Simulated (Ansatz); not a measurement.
One crystal and one scan (energy against volume) at two levels, PBE (plane waves to 420 eV, PAW, scalar-relativistic; Ansatz, a first-principles code) and PBEsol (plane waves to 420 eV, PAW, scalar-relativistic; Ansatz), each from its own relaxed cell and on its own mesh. The cell shown is that of PBE.

LiTaO$_{3}$ (LiNbO3 type, space group R3c)

```yaml
crystal:
  lattice:
    - [2.59590, 1.49875, 4.64067]
    - [-2.59590, 1.49875, 4.64067]
    - [0.00000, -2.99749, 4.64067]
  atoms:
    - { symbol: Li, position: [0.70567, 0.70567, 0.70567] }
    - { symbol: Li, position: [0.20567, 0.20567, 0.20567] }
    - { symbol: Ta, position: [0.98777, 0.98777, 0.98777] }
    - { symbol: Ta, position: [0.48777, 0.48777, 0.48777] }
    - { symbol: O, position: [0.62568, 0.86923, 0.26136] }
    - { symbol: O, position: [0.86923, 0.26136, 0.62568] }
    - { symbol: O, position: [0.26136, 0.62568, 0.86923] }
    - { symbol: O, position: [0.76136, 0.36923, 0.12568] }
    - { symbol: O, position: [0.36923, 0.12568, 0.76136] }
    - { symbol: O, position: [0.12568, 0.76136, 0.36923] }
```

This relaxed cell (volume V₀) is scaled evenly in all directions, its shape held. The atoms relax within the cell's symmetry.

Energies are smeared free energies. LiTaO3 is run without spin polarisation. LiTaO3 was relaxed with its symmetry unable to fall. Spin-orbit coupling is left out, though Ta is heavy. The points do not follow one Birch-Murnaghan curve well, so no fit is quoted. With the shape held, the modulus is that of even scaling; a crystal free to change shape is softer. Percentages come from the unrounded values.

```tsv
quantity	PBE	PBEsol	PBE − PBEsol
Lattice constant a (Å)	5.192	5.140	+0.052 (+1.0 %)
Lattice constant c (Å)	13.92	13.77	+0.15 (+1.1 %)
Relaxed volume (Å³/atom)	10.83	10.50	+0.33 (+3.1 %)
```

PBE gives the higher value for: lattice constant a; lattice constant c; relaxed volume. Neither level is exact: the differences show how much the result hangs on the functional.

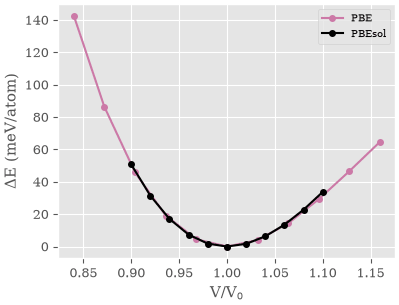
*ΔE, each from the relaxed starting cell of its own level.*

(Under strain, the slope of the energy per volume gives the stress and its curvature an elastic modulus.)
